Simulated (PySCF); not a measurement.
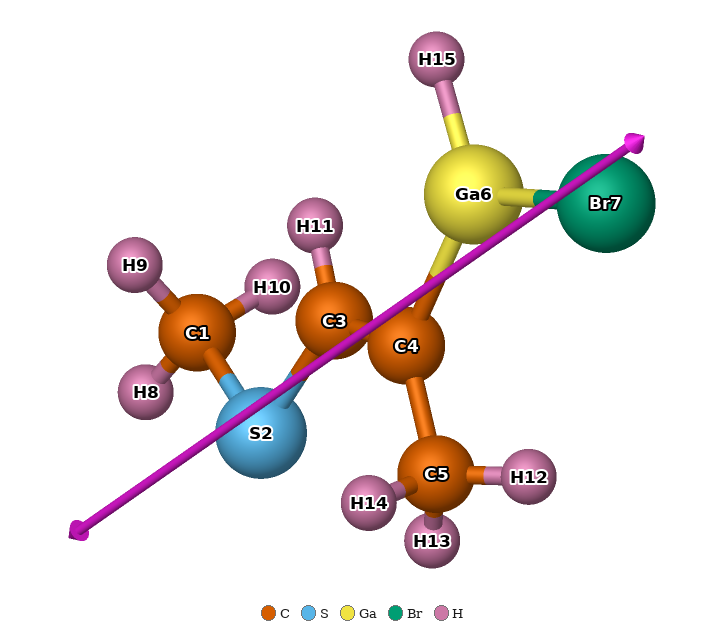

The double arrow shows the direction of the transition dipole to excited singlet state 1 (its length means nothing). The geometry was computed by an optimisation with GFN2-xTB. No frequency run is at hand to confirm it as a minimum. Properties computed with TDDFT CAM-B3LYP/def2-SVPD, vertical, gas phase, core orbitals frozen in the response (PySCF 2.14.0).

Question. How is the transition polarised?

Answer. Close to the long direction C1···Br7.

Question. Where does the transition lie, and how strong is it?

Answer. 4.49 eV (276 nm), oscillator strength 0.30, mainly HOMO → LUMO (weight 0.96); transition dipole 4.20 D.

The geometry is semi-empirical. Around Br, Ga such bond lengths and angles can be off by a tenth of an ångström or more and by several degrees, and values that hang on the shape move with them.
